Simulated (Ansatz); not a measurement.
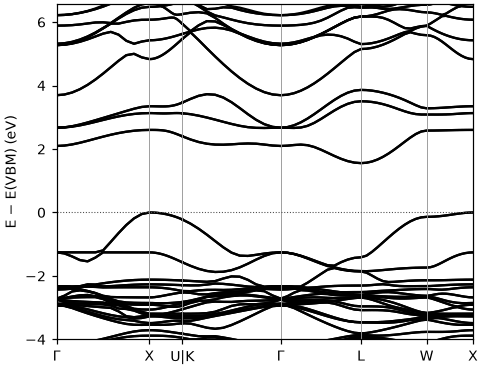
Figure. Band structure from r²SCAN with spin–orbit coupling (plane waves, PAW; program Ansatz)

Question: Read off the gap and where the band edges lie.

Answer: About 1.6 eV (1.56 eV by a search for the band edges); maximum at X, minimum at L.

The material is Rb2AgSbCl6 in space group Fm-3m (No. 225; Rb on 8c, Ag on 4b, Sb on 4a, Cl on 24e).

The workflow started from a Materials Project entry (that database holds measured and hypothetical structures alike); the Crystallography Open Database copy checked does not list it. Its standing as an ambient phase is unchecked. Symmetry was held in the r²SCAN relaxation; whether a distortion lowers the energy is not shown. The run is not spin-polarised.

Potentials: the later of the program's two PAW sets.
